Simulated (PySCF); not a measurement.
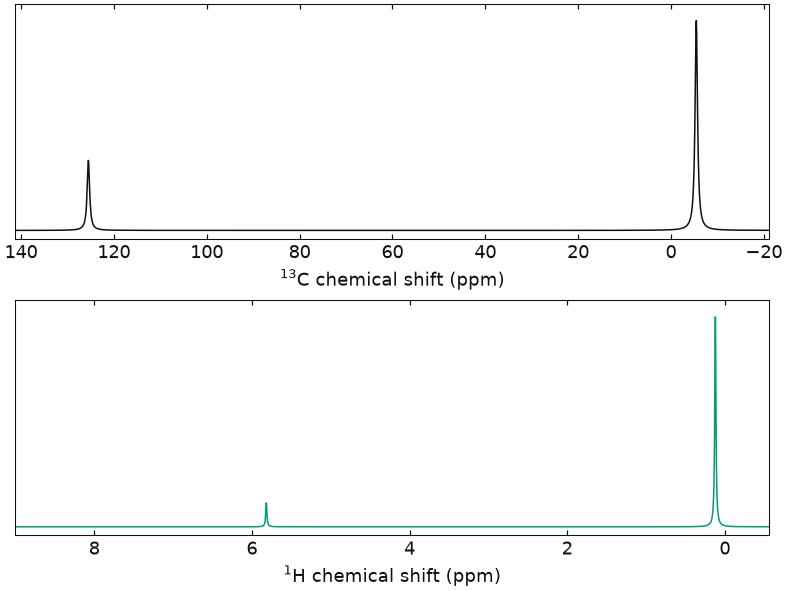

GIAO shifts, PBE0/pcSseg-1 with PySCF, at a PBE0-D3(BJ)/def2-SVP geometry (no frequency check), against TMS for ¹³C and TMS for ¹H computed at the same level. Gas phase, fully decoupled, line heights follow the number of nuclei, widths are arbitrary (no quadrupolar broadening); values of one conformer, averaged over nuclei that symmetry or rotation about single bonds exchange, these motions taken as fast.

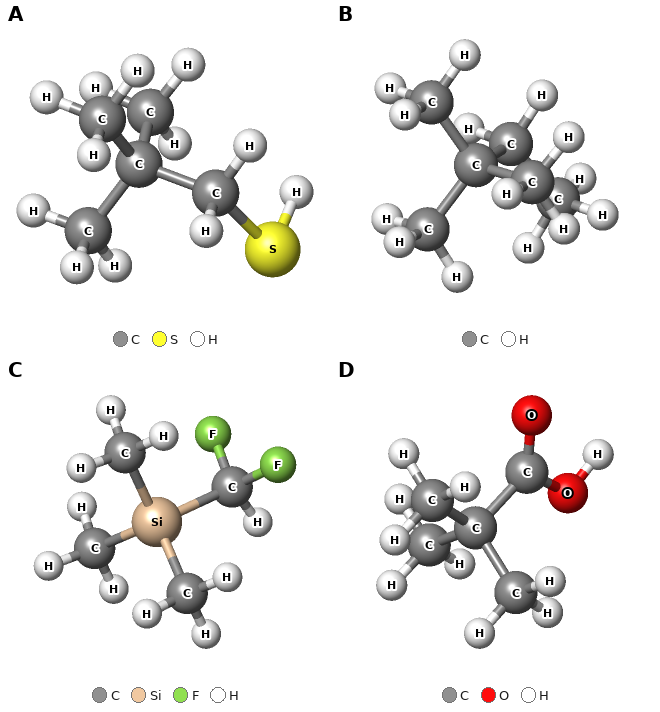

### Which structure fits the spectrum? The candidates are drawn in the second picture.

Structure C, C₄H₁₀F₂Si (TMS-CHF2), SMILES C[Si](C)(C)C(F)F. Its ¹³C signals: 125.5 (1 C), −5.4 (3 C) ppm. Its ¹H signals: 5.82 (1 H), 0.12 (9 H) ppm.
